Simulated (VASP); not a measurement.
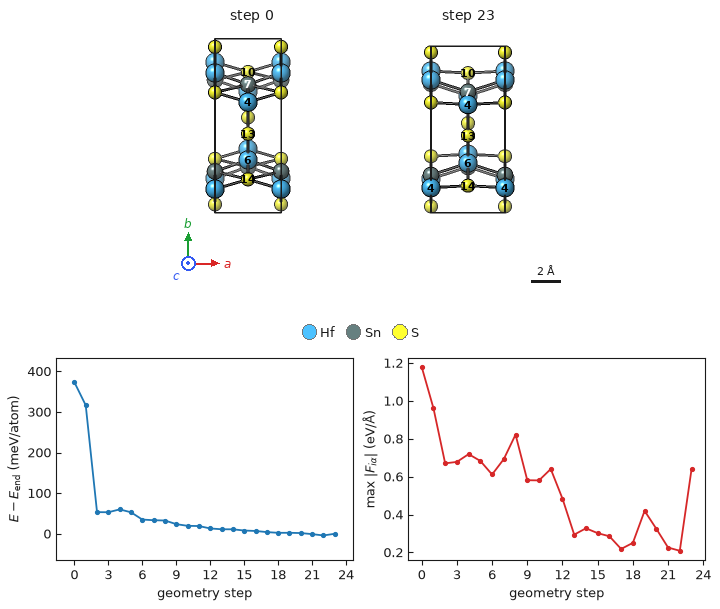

First and last geometry of a relaxation of solid Hf3SnS4 (a generated structure, set up in Cmcm), with the history of the run. The picture is a ball-and-stick view of the conventional cell (2 times the calculation's cell), seen along the c axis. Lengths and directions refer to the drawn axes.

The run lets cell and atoms move.

Method: Kohn-Sham DFT of a periodic cell, PBE, VASP PAW PBE potentials, recommended (VASP).

The input:
```
PREC = Normal ; ENCUT = 520
EDIFF = 1E-4 ; ISMEAR = 0
SIGMA = 0.15 ; LREAL = Auto
LASPH = True ; NELM = 60
ALGO = Fast ; ISIF = 3
LWAVE = False ; LCHARG = False
GGA = PE ; IBRION = 2
NSW = 24 ; EDIFFG = -0.08
KPAR = 2
```

Run as
```bash
cat potpaw_PBE.64/Hf_pv/POTCAR potpaw_PBE.64/Sn_d/POTCAR potpaw_PBE.64/S/POTCAR > POTCAR
mpirun -np 2 vasp_std > vasp.out
```

**Read the history and describe the run.**

The relaxation stopped without meeting its thresholds, so the last structure isn't shown to be converged. The largest moves relative to the cell, 0.38 Å, are those of Hf atoms. By element the largest moves are Hf 0.38 Å, S 0.35 Å, Sn 0.13 Å. Cell: a 4.630 → 5.186 Å (+12.0 %), b 12.180 → 11.658 Å (−4.3 %), c 12.240 → 12.959 Å (+5.9 %). Volume +13.5 %. Some distances before and after: S–Sn 3.212 → 3.588 Å, Hf–Sn 2.647 → 2.957 Å, Hf–S 2.550 → 2.846 Å, Hf–Sn 2.451 → 2.724 Å. Among the angles between lasting bonds that change: Sn–Hf–S 99.4° → 77.7°, Hf–Sn–Hf 124.0° → 144.9°, S–Hf–S 161.1° → 179.4°. The space group stays Cmcm (No. 63). The energy falls by 373 meV per atom in 23 geometry steps. Largest force component: 1.2 eV/Å at the start, 0.64 eV/Å at the end. Pressure: 22.74 GPa at the start and 0.06 GPa at the end. The volume changes by over a tenth within one run on a fixed set of plane waves, so the end point should be relaxed again from the new cell.
